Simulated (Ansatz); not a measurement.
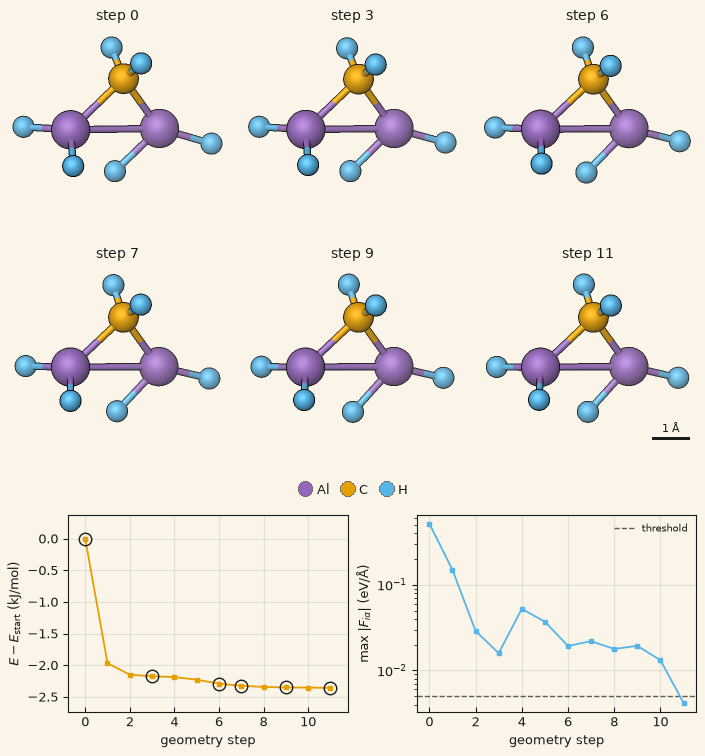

Frames of a relaxation of CH6Al2, marked on the history of the run. A ball-and-stick model, seen at a tilt.

It is one of the separated reactants of a reaction.

Computed with RKS PBE0-D4/def2-TZVP (Ansatz 0.2.0). Set-up: force threshold 0.005 eV/Å; at most 200 steps.

What happens along the run?

An H atom moves most after the best rigid fit: 0.21 Å. Largest moves by element: H 0.21 Å, Al 0.02 Å, C 0.02 Å. Near-neighbour distances that change, for instance: Al–C 2.010 → 1.988 Å, Al–H 1.681 → 1.661 Å, Al–H 1.594 → 1.578 Å, Al–H 1.607 → 1.591 Å. Bond angles that change, for instance: Al–Al–H 108.0° → 112.8°, Al–Al–H 117.4° → 112.6°, Al–C–H 119.4° → 115.6°. After 11 geometry steps the energy has fallen by 2.36 kJ/mol. The largest force component goes from 0.51 to 0.0042 eV/Å. The run took 35 s on 2 threads of Arm Neoverse V2 (shared host). From step 0 to 3: an H atom moves most (0.04 Å), energy −2.17 kJ/mol. From step 3 to 6: an H atom moves most (0.07 Å), energy −0.12 kJ/mol. From step 6 to 7: an H atom moves most (0.05 Å), energy −0.03 kJ/mol. From step 7 to 9: H atoms move most (0.06 Å), energy −0.03 kJ/mol. From step 9 to 11: energy −0.01 kJ/mol.

```json
{"step": "0", "E − E(0), kJ/mol": "0.00", "largest force component, eV/Å": "0.5141"}
{"step": "1", "E − E(0), kJ/mol": "-1.97", "largest force component, eV/Å": "0.1489"}
{"step": "2", "E − E(0), kJ/mol": "-2.15", "largest force component, eV/Å": "0.0288"}
{"step": "3", "E − E(0), kJ/mol": "-2.17", "largest force component, eV/Å": "0.0159"}
{"step": "4", "E − E(0), kJ/mol": "-2.19", "largest force component, eV/Å": "0.0523"}
{"step": "5", "E − E(0), kJ/mol": "-2.23", "largest force component, eV/Å": "0.0370"}
{"step": "6", "E − E(0), kJ/mol": "-2.29", "largest force component, eV/Å": "0.0193"}
{"step": "7", "E − E(0), kJ/mol": "-2.33", "largest force component, eV/Å": "0.0219"}
{"step": "8", "E − E(0), kJ/mol": "-2.34", "largest force component, eV/Å": "0.0178"}
{"step": "9", "E − E(0), kJ/mol": "-2.35", "largest force component, eV/Å": "0.0194"}
{"step": "10", "E − E(0), kJ/mol": "-2.35", "largest force component, eV/Å": "0.0132"}
{"step": "11", "E − E(0), kJ/mol": "-2.36", "largest force component, eV/Å": "0.0042"}
```
